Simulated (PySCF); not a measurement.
Consider C$_{2}$H$_{10}$AsGa (SMILES CC[AsH2+][GaH3-]).

```xyz
14

C    -2.1352   -0.1710    0.3958
C    -0.6987    0.3292    0.2916
As    0.5548   -0.9432   -0.5329
Ga    2.6274    0.7121   -0.2743
H    -2.5347   -0.3949   -0.5945
H    -2.1805   -1.0811    0.9962
H    -2.7720    0.5800    0.8613
H    -0.3028    0.5715    1.2856
H    -0.6548    1.2536   -0.2975
H    -0.3137   -1.3310   -1.6907
H     0.1089   -2.1540    0.2291
H     2.4844    0.8008    1.2780
H     1.9520    1.8408   -1.1158
H     3.8642   -0.0132   -0.8641
```

Geometry: GFN2-xTB.

Computed with PBE0/def2-SVPD, SCF density, gas phase (PySCF).

**What will maps of the electron density and electron localisation function show?**

C–C (1.52 Å): ρ at the midpoint is about 1.6 e/Å³; the ELF peaks at about 0.95 between the atoms (a covalent bond).
C–As (1.97 Å): ρ at the midpoint is about 0.94 e/Å³; the ELF peaks at about 0.90 between the atoms; a shared electron pair.
Ga–As (2.67 Å): the density is about 0.31 e/Å³ at the midpoint, with its minimum of 0.27 e/Å³ about 1.2 Å from Ga; the ELF peaks at about 0.85 between the atoms: a shared electron pair.
C–H (1.09 Å): ρ at the midpoint is about 1.9 e/Å³; the ELF climbs to about 1 towards the hydrogen, as it does in any bond to H: a covalent bond by its length.

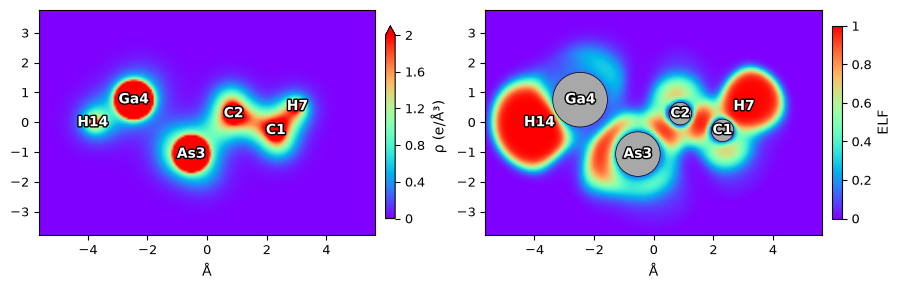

Computed electron density and electron localisation function on the plane of atoms C2, As3 and Ga4, in this order. Grey discs cover the atomic cores in the ELF map. 
